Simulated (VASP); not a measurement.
Band structure of TlCl (CsCl type). Level of theory: LDA (Ceperley-Alder, Perdew-Zunger), VASP's LDA PAW potentials (set 64) (plane waves; VASP 6.6.1).

Unless said otherwise, spin-orbit coupling is left out, though it shifts the bands of the heavy elements here.

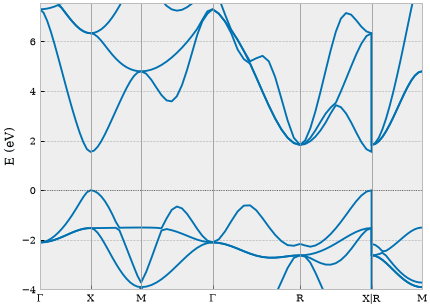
Fig. 1. Bands along high-symmetry lines, zero at the valence-band maximum or, without a gap, the Fermi level

Problem. Read the plot: is there a gap, and where are the band edges?

Solution. The gap is direct, 1.55 eV, from the valence maximum at X to the conduction minimum at X. (Edges off the drawn lines would not show.)

The compound is TlCl in the CsCl type structure. It was relaxed first, which changed the volume by -11 %.
